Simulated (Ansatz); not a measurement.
The calculation's input:

```
crystal:
  periodic: [false, false, false]
  atoms:
    - { symbol: B, position_ang: [0.0, 0.0, 0.0] }
    - { symbol: H, position_ang: [0.0, 0.0, 1.19] }
    - { symbol: C, position_ang: [1.3856, 0.0, -0.8] }
    - { symbol: H, position_ang: [1.7152, -1.0462, -0.9702] }
    - { symbol: H, position_ang: [1.2491, 0.508, -1.7774] }
    - { symbol: H, position_ang: [2.1552, 0.5381, -0.2082] }
    - { symbol: O, position_ang: [-1.2211, 0.0, -0.705] }
    - { symbol: H, position_ang: [-1.7308, -0.8467, -0.4965] }
basis:
  gaussian: { orbitals: def2-SVP }
hamiltonian:
  xc: b3lyp
  dispersion: d4
relax:
  f_tol: 0.02
  max_steps: 40
output:
  orbitals: {}
```

Run with:

```sh
ansatz run input.yaml --threads 1 --pin off --max-ram 2048MiB --backend cpu --events-out ev --progress --plain --runs-dir out
```

The fields are those of the run's last geometry, not of the input's.

Computed with RKS B3LYP-D4/def2-SVP in Ansatz.

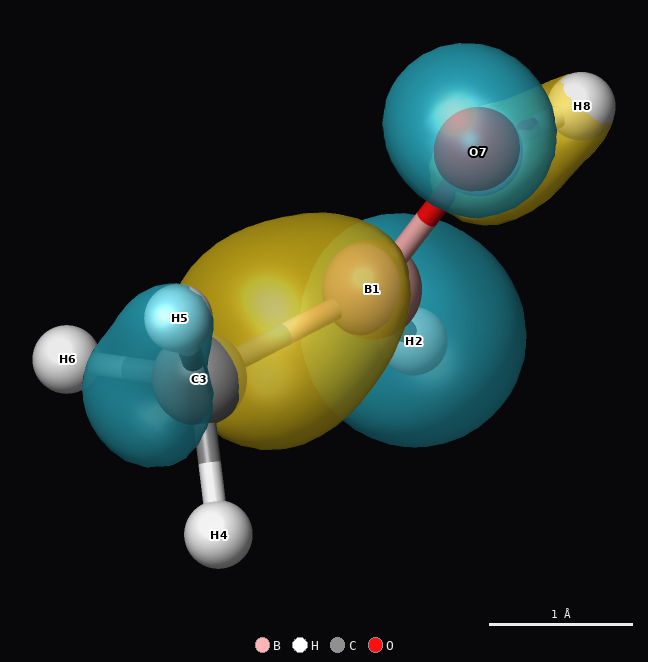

CH₅BO. The HOMO at ±0.2 Å⁻³ᐟ² (yellow and cyan are the two phases), seen at an oblique angle.

Q: What is the character of this orbital?

A: It lies mainly on B1 (about 25 %), H2 (about 25 %), C3 (about 20 %) and O7 (about 20 %). Its energy is −8.19 eV.
